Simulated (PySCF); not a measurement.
CH$_{8}$NP$_{2}$Si (doublet)

```xyz
13

C    -2.0621   -0.0698    0.0071
N    -0.7870    0.5152   -0.3398
Si    0.6814   -0.0854    0.3374
P     0.9681   -2.2798    0.0507
P     2.4095    1.0488   -0.5949
H    -2.2399   -1.0225   -0.5030
H    -2.8680    0.6200   -0.2442
H    -2.0785   -0.2510    1.0793
H    -0.7730    0.8274   -1.2999
H     0.6508    0.3297    1.7490
H     2.1817   -2.3104    0.7271
H     1.6587    2.1630   -0.9113
H     2.2539    0.5153   -1.8612
```

Geometry: GFN2-xTB.

The calculation used UKS B3LYP, pcH-1 on C H N P Si, non-relativistic, mean-field spin-orbit, GIAO (PySCF).

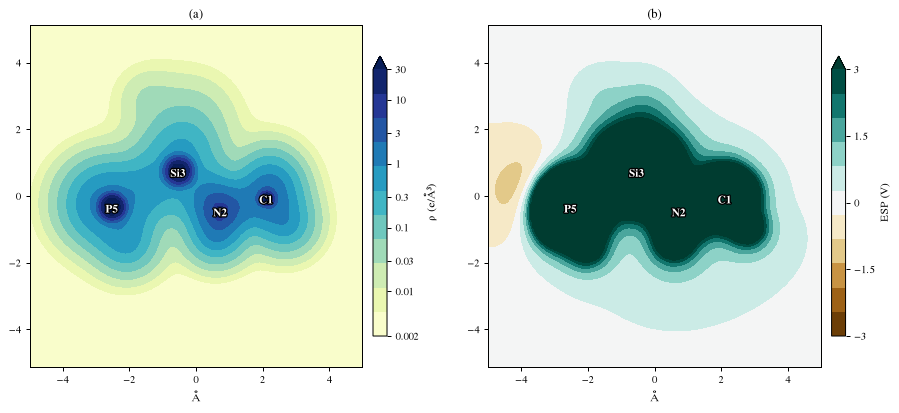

Figure 1. (a) total electron density; (b) electrostatic potential on the plane of atoms C1, N2 and Si3.

What does the map show?

Answer. The section cuts through C, N, Si and P sites.
C–N (1.45 Å): the density is about 1.8 e/Å³ at the midpoint.
Si–N (1.73 Å): the density is about 1.2 e/Å³ at the midpoint.
Outside the dense part of the molecule the potential is most negative (−1.0 V) near P5.

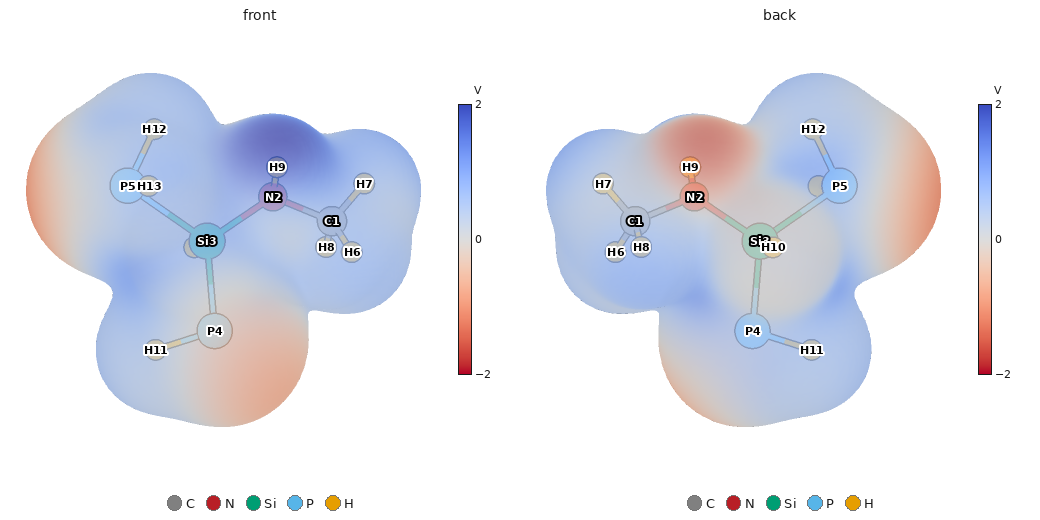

Figure 2. The molecular electrostatic potential painted on the density surface at 0.002 e/bohr³, seen from the front and from behind; the colour scale runs from red (negative) to blue (positive).

Where is the surface potential most negative and most positive?

Answer. The most negative region (about −1.1 V, or −25 kcal/mol for a unit charge) lies over N2, the most positive (about +1.7 V, or +39 kcal/mol for a unit charge) over H9. N2 is the likeliest acceptor of a hydrogen bond.
